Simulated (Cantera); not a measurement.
Feed: 1 mol Si₃H₈, 130 mol H₂, at 10000 Pa.

Equilibrium computed with Cantera from the NASA thermochemical tables; the gas is ideal and each condensed phase is pure. Candidate condensed phases: Si; 9 gas species. The feed counts by its element totals alone. Gases not in the tables: Si₂H₆ and higher silanes. Rates play no part.

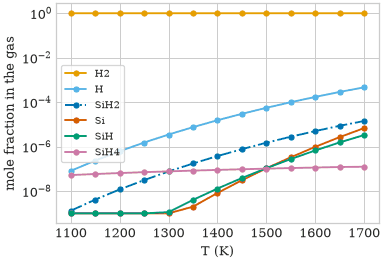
Equilibrium gas composition (values under 1e-9 drawn at 1e-9)

From 1100 K to 1650 K the condensed part is Si(s). At 1700 K the condensed part is Si(l). The main Si-bearing gas is SiH₄ at 1100 K and SiH₂ at 1700 K.
